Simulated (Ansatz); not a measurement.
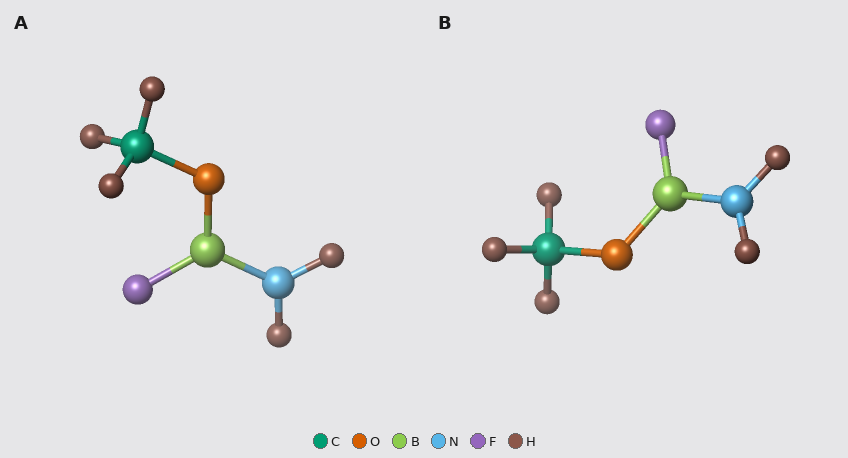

2 stationary structures of one formula. Geometries: PBE0-D4/def2-TZVP. Electronic energies: RHF-CCSD(T) (frozen core)/def2-TZVPP (Ansatz 0.2.0), without zero-point energy. No frequency run is at hand to confirm each as a minimum.

Are they conformers, stereoisomers or constitutional isomers?

They are conformers of CH5BFNO: `COB(N)F`.

Which structure is the most stable?

A is lowest; B lies 0.7 kJ/mol above it.

Give E(B) − E(A) in kJ/mol at these levels too: r2SCAN-D4/def2-TZVPP; PBE-D4/def2-TZVPP; CCSD(T)/CBS (from def2-TZVPP and def2-QZVPP); ωB97X-V/def2-TZVPP; PBE0-D4/def2-TZVP; ωB97M-V/def2-TZVPP; RHF-CCSD(T) (frozen core)/def2-TZVPP; B3LYP-D4/def2-TZVPP.

| level | E(B) − E(A) (kJ/mol) |
| --- | --- |
| r2SCAN-D4/def2-TZVPP | +0.5 |
| PBE-D4/def2-TZVPP | 0.0 |
| CCSD(T)/CBS (from def2-TZVPP and def2-QZVPP) | +0.5 |
| ωB97X-V/def2-TZVPP | +0.5 |
| PBE0-D4/def2-TZVP | +0.1 |
| ωB97M-V/def2-TZVPP | +0.5 |
| RHF-CCSD(T) (frozen core)/def2-TZVPP | +0.7 |
| B3LYP-D4/def2-TZVPP | +0.2 |
